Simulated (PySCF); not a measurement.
## Electronic structure of C9H9NSi in real space

Input file:

```
{"job": {"kind": "nmr", "xc": "PBE0", "basis": "pcSseg-1"}, "charge": 0, "multiplicity": 1}
C      2.786727    -1.345511     0.046561
C      1.451557    -1.344822    -0.003776
C      0.793606    -0.033036     0.028875
C     -0.668525     0.023244    -0.023366
C     -1.380171     1.227971    -0.001622
C     -2.760480     1.196090    -0.054766
C     -3.403647    -0.030246    -0.128654
C     -2.615768    -1.171213    -0.145464
N     -1.300420    -1.150159    -0.094602
C      1.632613     1.020583     0.105995
Si     3.419516     0.424706     0.146554
H      3.360254    -2.257204     0.027595
H      0.830398    -2.224687    -0.065781
H     -0.860662     2.171345     0.055568
H     -3.329453     2.115182    -0.038908
H     -4.479236    -0.098902    -0.172184
H     -3.062046    -2.156383    -0.202560
H      1.290318     2.040727     0.138490
H      4.099214     0.751860     1.401090
H      4.191059     0.851133    -1.022082
```

Command:

```sh
OMP_NUM_THREADS=1 python probes_run.py task.json out
```

Geometry: GFN2-xTB.

All numbers below come from PySCF 2.14.0, PBE0/pcSseg-1, SCF density, gas phase, non-relativistic.

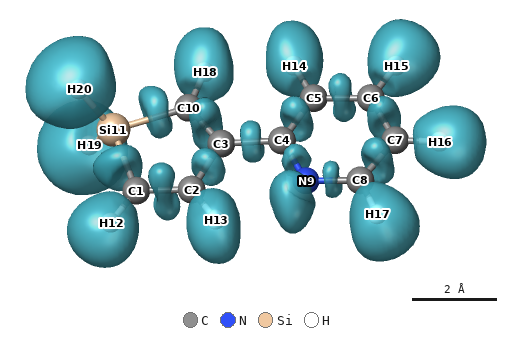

Figure 1. Isosurface of the ELF at 0.8 (cyan), seen at a tilt. Core shells and regions of very low density are left out.

### What do the ELF domains correspond to?

The surface consists of eight regions between bonded C–C atoms (shared pairs), two regions between bonded C–N atoms (shared pairs), two regions between bonded C–Si atoms (shared pairs), nine regions around hydrogen nuclei and one lobe on N, pointing away from the bonds (lone pairs). Profiles from the grid: C–N (1.32 Å): the ELF peaks at about 0.90 between the atoms, as expected for a covalent bond. C–C (1.34 Å): the ELF peaks at about 0.90 between the atoms: a short, multiple covalent bond.

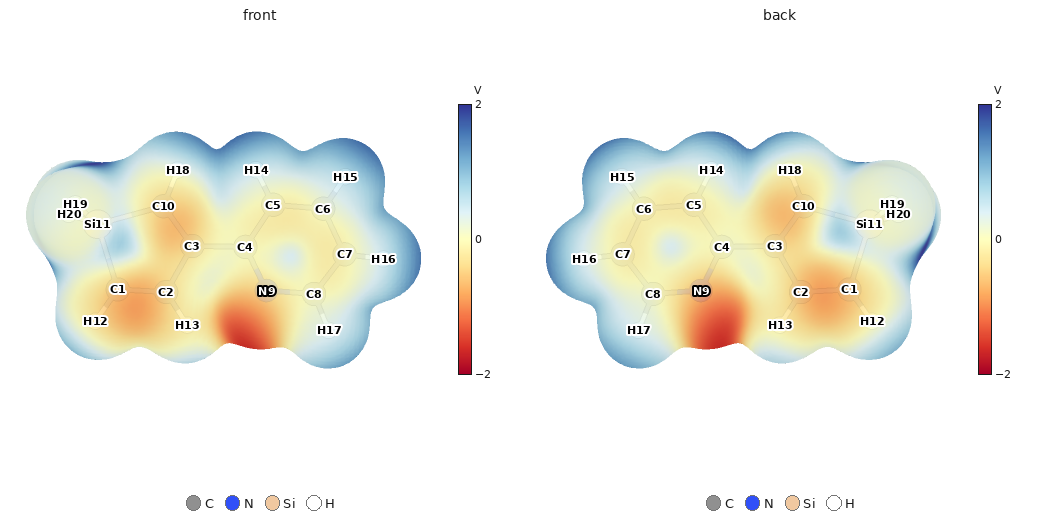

Figure 2. The molecular electrostatic potential painted on the density surface at 0.004 e/bohr³, seen from the front and from behind; red is negative and blue positive.

### Which sites attract a positive test charge, and which a negative one?

A positive charge is drawn to the negative regions and a negative charge to the positive ones. The most negative region (about −1.6 V) lies over N9, the most positive (about +1.9 V) over Si11. N9 is the likeliest acceptor of a hydrogen bond.

### How polar is the molecule by this calculation?

Its dipole moment is 2.14 D.

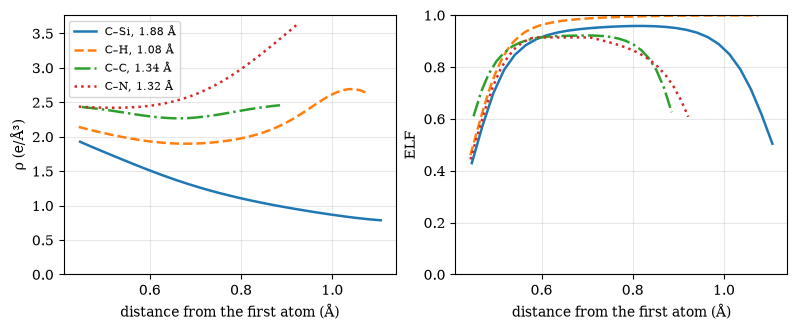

Figure 3. Total electron density and ELF along straight lines between neighbouring atoms. The curves leave out the atomic cores.

### What can be read from the curves?

C–Si (1.88 Å): ρ at the midpoint is about 0.93 e/Å³; the ELF peaks at about 0.95 between the atoms (a covalent bond).
C–H (1.08 Å): the density is about 2 e/Å³ at the midpoint; the ELF climbs to about 1 towards the hydrogen, as it does in any bond to H; a covalent bond by its length.
C–C (1.34 Å): ρ is about 2.3 e/Å³ halfway; the ELF peaks at about 0.90 between the atoms; a multiple bond.
C–N (1.32 Å): ρ at the midpoint is about 2.5 e/Å³; the ELF peaks at about 0.90 between the atoms: a covalent bond.
